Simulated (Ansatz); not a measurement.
Start from GaSb in the zinc blende structure (space group F-43m, No. 216; a = 6.214 Å).

One thing is altered: full substitution Sb → P; the structure is relaxed again.

Computed with PBE in Ansatz (plane waves to 420 eV, PAW, no spin-orbit coupling).

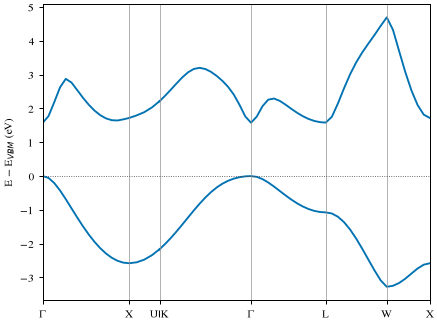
Figure: Highest valence and lowest conduction band along the path of the changed cell's own zone

**Question.** Read the changed gap and its character from the plot.

**Answer.** About 1.6 eV, direct at Γ.

Spin-orbit coupling, missing from the scalar runs, can matter with Sb. Whether these cells are dynamically stable was not tested. The real GaP has an indirect gap at ambient pressure; PBE orders its close-lying valleys differently. All final runs are without spin polarisation.

Ansatz is an electronic-structure program.
